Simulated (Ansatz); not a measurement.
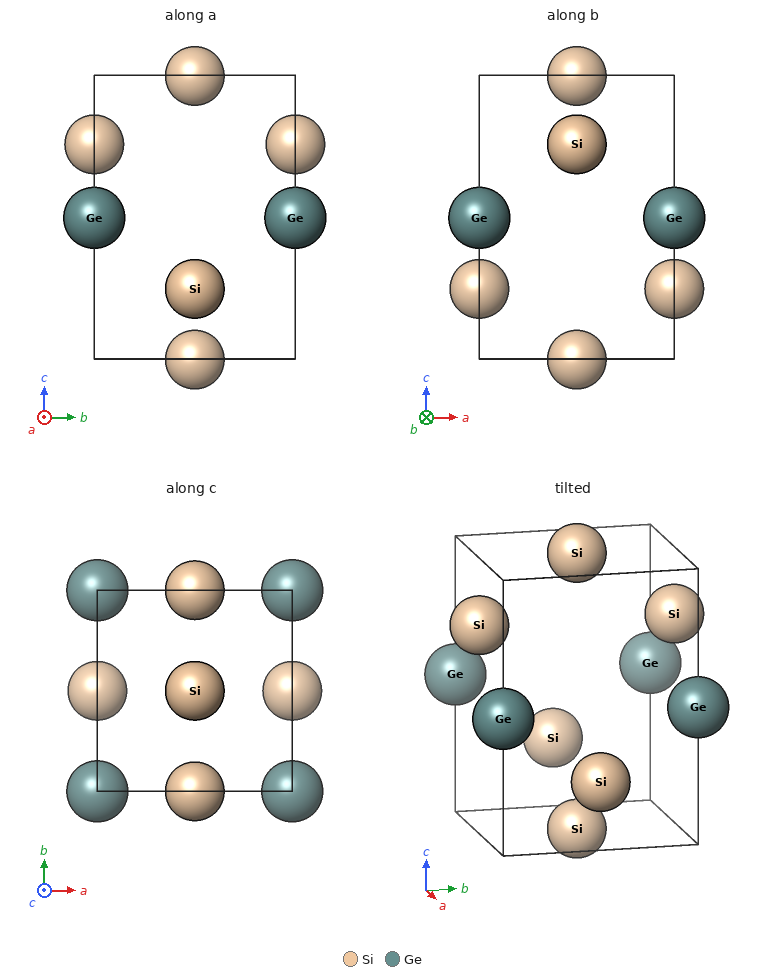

Crystal structure, spheres-only style, seen along the a axis, along the b axis, along the c axis and slightly off an axis. Lines trace the edges of the conventional unit cell.

Lattice parameters: a = 3.768 Å, b = 3.888 Å, c = 5.484 Å, α = 90.00°, β = 90.00°, γ = 90.00°. Put a along x and b in the xy plane.

Reconstruct the structure as a POSCAR file, with free fractional coordinates to two decimals.

```
Si Ge
1.0
     3.768    0.000    0.000
     0.000    3.888    0.000
     0.000    0.000    5.484
Si Ge
3 1
Direct
  0.50 0.00 0.76
  0.50 0.50 0.00
  0.00 0.50 0.25
  0.00 0.00 0.50
```

The model was built from a structure type filled with these elements by a generator (whether the compound takes this form wasn't checked). The cell was then strained or its atoms displaced on purpose. It was run through Ansatz as a DFT input.

At this level of theory the cell isn't at rest (compressed, at 5 GPa), so its distances can differ from those at equilibrium, the more so the softer the solid.
